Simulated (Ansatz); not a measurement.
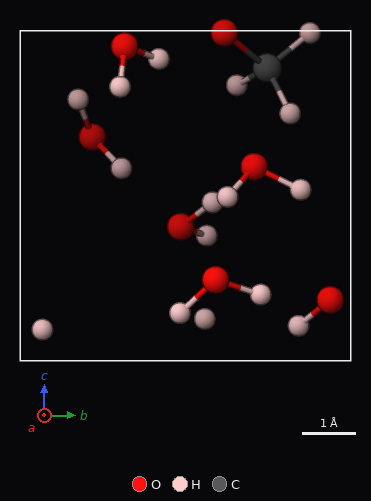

Starting frame of a dynamics run of a periodic cell with 6 H2O + 1 CH3OH at 0.942 g/cm³. Style: ball-and-stick. Shown: the simulation cell, along the a axis.

The calculation used Ansatz 0.2.0, DFT PBE-D3(BJ), scalar-relativistic, plane waves, PAW.

Input
```yaml
crystal:
  lattice:
    - [6.274305, 0.0, 0.0]
    - [0.0, 6.274305, 0.0]
    - [0.0, 0.0, 6.274305]
  atoms:
    - { symbol: O, position: [0.2461747, 0.48572944, 0.40600533] }
    - { symbol: H, position: [0.3472989, 0.58183449, 0.4800011] }
    - { symbol: H, position: [0.1122498, 0.56457832, 0.37910607] }
    - { symbol: O, position: [0.67647347, 0.31584936, 0.95251579] }
    - { symbol: H, position: [0.56456691, 0.4194728, 0.91448038] }
    - { symbol: H, position: [0.77452652, 0.30188659, 0.83009652] }
    - { symbol: O, position: [0.86714133, 0.59142877, 0.24527961] }
    - { symbol: H, position: [0.80909525, 0.48341274, 0.14472425] }
    - { symbol: H, position: [0.80117474, 0.72790141, 0.20068243] }
    - { symbol: O, position: [0.01066577, 0.21819957, 0.67742543] }
    - { symbol: H, position: [0.10134204, 0.30609107, 0.58304675] }
    - { symbol: H, position: [0.10803564, 0.17512766, 0.79156998] }
    - { symbol: O, position: [0.6105118, -0.06135551, 0.18458134] }
    - { symbol: H, position: [0.51387018, -0.15740591, 0.10628107] }
    - { symbol: H, position: [0.62547596, 0.06671818, 0.09467165] }
    - { symbol: O, position: [0.61111046, 0.70823226, 0.58779299] }
    - { symbol: H, position: [0.61994987, 0.84905389, 0.51828125] }
    - { symbol: H, position: [0.71093843, 0.62748602, 0.49656419] }
    - { symbol: C, position: [0.19828804, 0.74798827, 0.88725389] }
    - { symbol: O, position: [0.35376787, 0.6179103, 0.99358203] }
    - { symbol: H, position: [0.27935155, 0.81713938, 0.74902872] }
    - { symbol: H, position: [0.29373574, 0.55864234, 1.12692236] }
    - { symbol: H, position: [0.05925413, 0.65537786, 0.83472732] }
    - { symbol: H, position: [0.14246891, 0.87683854, 0.99301264] }
basis:
  ecutwfc: 420.0
kpoints:
  mp_grid: { grid: [1, 1, 1] }
hamiltonian:
  xc: pbe
  dispersion: d3bj
scf:
  occupations: { method: fermi_dirac, width: 0.02 }
  lower_state_search: "off"
md:
  timestep: 0.75
  n_steps: 300
  ensemble: nvt_langevin
  temperature: 250.0
  initial_velocities: maxwell_boltzmann
  seed: 365096
  friction: 0.02
```

Command:
```bash
ansatz run input.yaml --threads 1 --pin off --max-ram 3072MiB --backend cpu --events-out ev --progress --plain --runs-dir out
```

**Predict how the run goes.**

The mean temperature in the second half is 248 K (standard deviation 32 K). The potential energy in the second half lies on average 31.8 meV per atom above the first frame. In the second half of the run the atoms are, in the root-mean-square, this far from where they began (common drift taken out): H 0.49 Å, O 0.43 Å, C 0.28 Å. The heavy atoms stay within a fraction of a molecule's size of their starting places; so short a run doesn't tell a liquid from a solid.

Along the run (each row but the first and the last is the mean over the interval that it begins):

```csv
time (fs),potential energy (meV/atom),T (K)
0.0,0.0,240
37.5,26.1,228
75.0,24.8,229
112.5,29.0,254
150.0,31.7,246
187.5,34.7,244
225.0,36.5,264
```

The paths of the atoms:

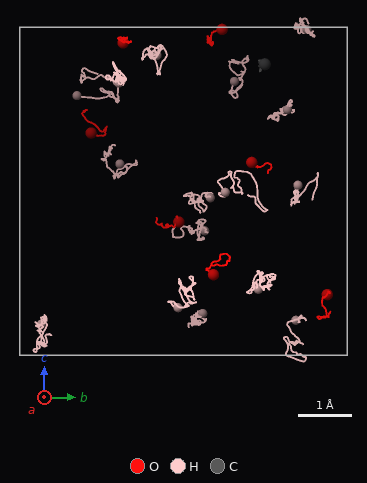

Limits of the set-up: the periodic images lie only 6.3 Å apart, so the values are limited by the cell's size.
